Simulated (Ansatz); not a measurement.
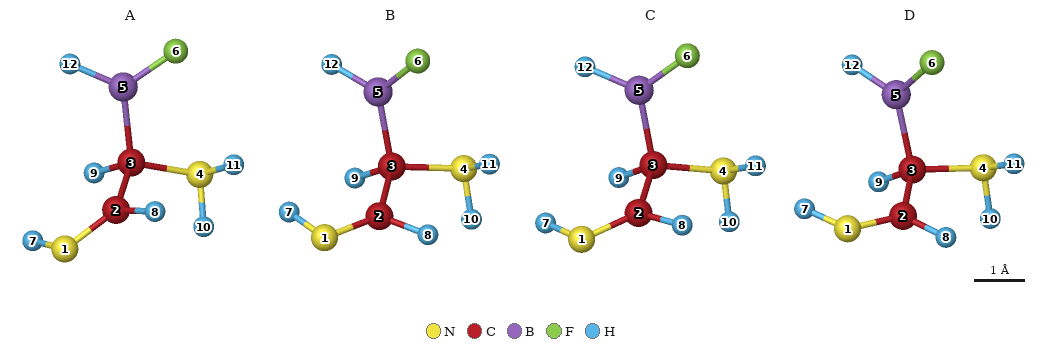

4 geometries from one relaxation of C₂H₆BFN₂, in shuffled order. The picture is a ball-and-stick view, seen at a tilt.

The run prepares an end point of a later path (torsion) calculation, from a guessed geometry.

Level of theory: RKS B3LYP/STO-3G in Ansatz. (no spin polarisation; force threshold 0.015 eV/Å; at most 40 steps)

### Put them in the order of the run, from the start to the converged end.

D, B, C, A. They are steps 0, 3, 9, 21, at +144.9 kJ/mol, +23.7 kJ/mol, +3.73 kJ/mol relative to the last. The atom that moves furthest after the best rigid fit is H7 (0.93 Å). Largest moves by element: H 0.93 Å, F 0.89 Å, N 0.44 Å, B 0.23 Å, C 0.21 Å. Some distances before and after: B5–F6 1.451 → 1.310 Å, N1–C2 1.228 → 1.314 Å, N1–H7 1.022 → 1.080 Å, C2–C3 1.505 → 1.562 Å. Among the angles between lasting bonds that change: C2–N1–H7 124.8° → 106.0°, N1–C2–C3 121.0° → 128.7°, N4–C3–B5 104.7° → 111.2°. Groups turn about C3–B5 by about 40°, C2–C3 by about 40°. After 20 accepted moves (21 points after the start) the energy has fallen by 144.9 kJ/mol. Largest force component: 6.7 eV/Å at the start, 0.012 eV/Å at the end. The line search rejected the trial step at point 19 of the run.

Limits of the set-up: STO-3G is a minimal basis, so the numbers are rough.
